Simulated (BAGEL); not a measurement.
# A workflow on SnNH4F (SMILES [NH2][SnH2][F])

Aim: a single-point energy (HF/x2c-SVPall), then a single-point energy (NEVPT2(2,2)/x2c-SVPall) of SnNH4F. 

Program for the calculation: BAGEL 1.2.2.

1 further run of the same task is left out (set aside as unsound or not needed).

### 1 The system as given

SnNH4F: 7 atoms, total charge 0, spin state singlet. SMILES: `[NH2][SnH2][F]`. The N1–Sn2 distance was set to 4.588 Å, away from the relaxed value. At this shape a bond of the SMILES string is far longer than usual.

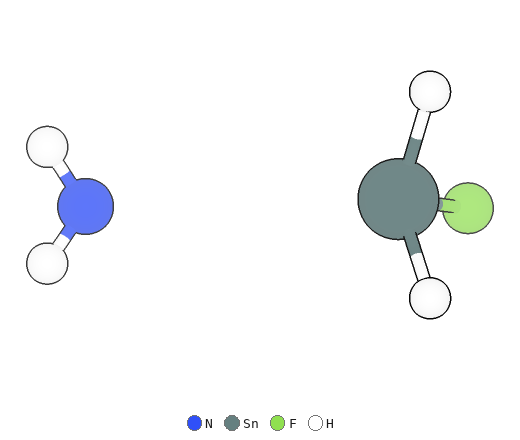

The structure, seen from a chosen angle (nitrogen blue, tin teal, fluorine green, hydrogen white).

### 2 The energy at HF/x2c-SVPall (DKH2, density fitting with AutoAux) (run 1)

input.json reads:

```json
{ "bagel": [

{
  "title": "molecule",
  "basis": "x2c-svpall.json",
  "df_basis": "x2c-svpall-autoaux.json",
  "angstrom": false,
  "dkh": true,
  "geometry": [
    { "atom": "N", "xyz": [ -4.80664879,  0.54370822, -5.43229365 ] },
    { "atom": "Sn", "xyz": [  0.94051669, -0.12302117,  1.02593231 ] },
    { "atom": "F", "xyz": [  0.44200694, -3.45347449,  2.40448752 ] },
    { "atom": "H", "xyz": [ -6.24208475,  1.77788835, -5.21799870 ] },
    { "atom": "H", "xyz": [ -4.13560704,  0.61400603, -7.21373846 ] },
    { "atom": "H", "xyz": [  0.21372802,  1.83511304,  3.46537977 ] },
    { "atom": "H", "xyz": [  3.95878726, -0.19237412, -0.06916398 ] }
  ]
},
{ "title": "hf", "charge": 0 },
{ "title": "print", "file": "orbitals.molden", "orbitals": true }

]}
```

The basis set x2c-SVPall is read from a file made from the Basis Set Exchange's data (not shown).

On the command line:

```
$ BAGEL_NUM_THREADS=1 BAGEL input.json > input.out
```

The log of the run:

```text
* using 1 threads per process

  ===============================================================
  ===============================================================

  *** Geometry ***

  { "atom" : "N", "xyz" : [     -4.806649,      0.543708,     -5.432294 ] },
  { "atom" : "Sn", "xyz" : [      0.940517,     -0.123021,      1.025932 ] },
  { "atom" : "F", "xyz" : [      0.442007,     -3.453474,      2.404488 ] },
  { "atom" : "H", "xyz" : [     -6.242085,      1.777888,     -5.217999 ] },
  { "atom" : "H", "xyz" : [     -4.135607,      0.614006,     -7.213738 ] },
  { "atom" : "H", "xyz" : [      0.213728,      1.835113,      3.465380 ] },
  { "atom" : "H", "xyz" : [      3.958787,     -0.192374,     -0.069164 ] },

  Number of auxiliary basis functions:      692

  Since a DF basis is specified, we compute 2- and 3-index integrals:
    o Being stored without compression. Storage requirement is 0.039 GB

  Number of basis functions:       84
  Number of electrons      :       70

    * METHOD: MOLECULE                             0.35

  *** RHF ***

  === Nuclear Repulsion ===
   226.1029964397

      * DIIS with orbital gradients will be used.

  === RHF iteration (x2c-svpall.json) ===
      0      -6326.99582071          0.02509151           0.14
      1      -6323.83476063          0.04719547           0.13
      2      -6327.24200739          0.01505000           0.17
      3      -6327.32225329          0.00934632           0.17
      4      -6327.41967104          0.00251083           0.14
      5      -6327.43706877          0.00537198           0.13
      6      -6327.42873934          0.00697875           0.13
      7      -6327.44496715          0.00434281           0.13
      8      -6327.45490410          0.00051854           0.16
      9      -6327.45505832          0.00018892           0.15
     10      -6327.45508330          0.00007413           0.15
     11      -6327.45509058          0.00002581           0.15
     12      -6327.45509365          0.00001710           0.18
     13      -6327.45509515          0.00001494           0.17
     14      -6327.45509564          0.00000230           0.19
     15      -6327.45509566          0.00000065           0.18
     16      -6327.45509566          0.00000014           0.13
     17      -6327.45509566          0.00000010           0.13
     18      -6327.45509566          0.00000002           0.13
     19      -6327.45509566          0.00000001           0.14
     20      -6327.45509566          0.00000000           0.16
    * SCF iteration converged.

    * Permanent dipole moment:
           (   -0.528956,    -1.477922,     0.290023) a.u.

    * METHOD: HF                                   3.70

    * METHOD: PRINT                                0.01

  ===============================================================
```

Wall time 4.8 s (1 thread of Intel Xeon 6975P-C (Granite Rapids), shared host); peak memory 0.17 GiB.

### 3 The energy at NEVPT2(2,2)/x2c-SVPall (DKH2, density fitting with AutoAux) (run 2)

job.json reads:

```json
{ "bagel": [

{
  "title": "molecule",
  "basis": "x2c-svpall.json",
  "df_basis": "x2c-svpall-autoaux.json",
  "angstrom": false,
  "dkh": true,
  "geometry": [
    { "atom": "N", "xyz": [ -4.80664879,  0.54370822, -5.43229365 ] },
    { "atom": "Sn", "xyz": [  0.94051669, -0.12302117,  1.02593231 ] },
    { "atom": "F", "xyz": [  0.44200694, -3.45347449,  2.40448752 ] },
    { "atom": "H", "xyz": [ -6.24208475,  1.77788835, -5.21799870 ] },
    { "atom": "H", "xyz": [ -4.13560704,  0.61400603, -7.21373846 ] },
    { "atom": "H", "xyz": [  0.21372802,  1.83511304,  3.46537977 ] },
    { "atom": "H", "xyz": [  3.95878726, -0.19237412, -0.06916398 ] }
  ]
},
{
  "title": "hf"
},
{
  "title": "nevpt2",
  "nstate": 1,
  "nact": 2,
  "nclosed": 34,
  "active": [34, 36],
  "maxiter": 200,
  "natocc": true,
  "ncore": 20
},
{
  "title": "print",
  "file": "orbitals.molden",
  "orbitals": true
}

]}
```

The basis set x2c-SVPall is read from a file made from the Basis Set Exchange's data (not shown).

On the command line:

```
$ BAGEL_NUM_THREADS=1 BAGEL job.json > job.out
```

The log of the run:

```text
* using 1 threads per process

  ===============================================================
  ===============================================================

  *** Geometry ***

  { "atom" : "N", "xyz" : [     -4.806649,      0.543708,     -5.432294 ] },
  { "atom" : "Sn", "xyz" : [      0.940517,     -0.123021,      1.025932 ] },
  { "atom" : "F", "xyz" : [      0.442007,     -3.453474,      2.404488 ] },
  { "atom" : "H", "xyz" : [     -6.242085,      1.777888,     -5.217999 ] },
  { "atom" : "H", "xyz" : [     -4.135607,      0.614006,     -7.213738 ] },
  { "atom" : "H", "xyz" : [      0.213728,      1.835113,      3.465380 ] },
  { "atom" : "H", "xyz" : [      3.958787,     -0.192374,     -0.069164 ] },

  Number of auxiliary basis functions:      692

  Since a DF basis is specified, we compute 2- and 3-index integrals:
    o Being stored without compression. Storage requirement is 0.039 GB

  Number of basis functions:       84
  Number of electrons      :       70

    * METHOD: MOLECULE                             0.39

  *** RHF ***

  === Nuclear Repulsion ===
   226.1029964397

      * DIIS with orbital gradients will be used.

  === RHF iteration (x2c-svpall.json) ===
      0      -6326.99582071          0.02509151           0.17
      1      -6323.83476063          0.04719547           0.16
      2      -6327.24200739          0.01505000           0.17
      3      -6327.32225329          0.00934632           0.18
      4      -6327.41967104          0.00251083           0.17
      5      -6327.43706877          0.00537198           0.16
      6      -6327.42873934          0.00697875           0.14
      7      -6327.44496715          0.00434281           0.21
      8      -6327.45490410          0.00051854           0.17
      9      -6327.45505832          0.00018892           0.16
     10      -6327.45508330          0.00007413           0.13
     11      -6327.45509058          0.00002581           0.14
     12      -6327.45509365          0.00001710           0.15
     13      -6327.45509515          0.00001494           0.12
     14      -6327.45509564          0.00000230           0.14
     15      -6327.45509566          0.00000065           0.19
     16      -6327.45509566          0.00000014           0.23
     17      -6327.45509566          0.00000010           0.25
     18      -6327.45509566          0.00000002           0.20
     19      -6327.45509566          0.00000001           0.21
     20      -6327.45509566          0.00000000           0.17
    * SCF iteration converged.

    * Permanent dipole moment:
           (   -0.528956,    -1.477922,     0.290023) a.u.

    * METHOD: HF                                   4.11

    * freezing 20 orbitals
  ---------------------------
      CASSCF calculation
  ---------------------------

    ==== Active orbitals : =====
         Orbital 34
         Orbital 36
    ============================

    * nstate   :      1
    * nclosed  :     34
    * nact     :      2
    * nvirt    :     48
  === CASSCF iteration (x2c-svpall.json) ===

    * Using the second-order algorithm

      0  0     -6327.45587495     2.06e-04      0.03

      1  0     -6327.48238114     2.99e-03      0.69

      2  0     -6327.57520865     9.15e-03      0.77

      3  0     -6327.61665523     1.94e-03      0.93

      4  0     -6327.61920224     3.88e-04      0.80

      5  0     -6327.61926424     5.73e-05      0.96

      6  0     -6327.61926571     9.11e-06      0.85

      7  0     -6327.61926575     1.44e-06      0.81

      8  0     -6327.61926575     2.28e-07      0.81

      9  0     -6327.61926575     3.60e-08      0.74

     10  0     -6327.61926575     5.69e-09      0.67

    * Second-order optimization converged. *

     guess   0:   closed 1.                   open ..

  === FCI iteration ===

      0  0     -6327.43890866     9.64e-02      0.00
      1  0     -6327.61832691     9.45e-03      0.00
      2  0 *   -6327.61926575     2.22e-16      0.00

     * ci vector, state   0, <S^2> = 0.0000
       2.     0.7292846838
       .2    -0.6842103843

  === DF-NEVPT2 calculation ===

    * 3-index integral transformation done
    * assembly done

      NEVPT2 correlation energy:   -0.4719756689      0.12

          (+0)     -0.3606437391
          (+0)'    -0.0425672762
          (+1)     -0.0151376188
          (+1)'    -0.0045164361
          (+2)     -0.0000078678
          (-1)     -0.0469716944
          (-1)'    -0.0021042216
          (-2)     -0.0000268148

      NEVPT2 total energy:       -6328.0912414149

    * METHOD: NEVPT2                               8.79

    * METHOD: PRINT                                0.01

  ===============================================================
```

Run time: 14 s. Hardware: 1 thread of Intel Xeon 6975P-C (Granite Rapids), shared host; peak memory 0.18 GiB.

### 4 What came out

```
                                   quantity           value
         run 1, HF/x2c-SVPall: total energy  -6327.45510 Eh
        run 1, HF/x2c-SVPall: dipole moment          4.06 D
          run 1, HF/x2c-SVPall: HOMO energy        -6.44 eV
          run 1, HF/x2c-SVPall: LUMO energy        -2.35 eV
        run 1, HF/x2c-SVPall: HOMO–LUMO gap         4.09 eV
run 2, NEVPT2(2,2)/x2c-SVPall: total energy  -6328.09124 Eh
```

What this shows: One bond (run 1, HF/x2c-SVPall) is far stretched, which a spin-restricted single reference describes badly; a broken-symmetry solution may lie lower.
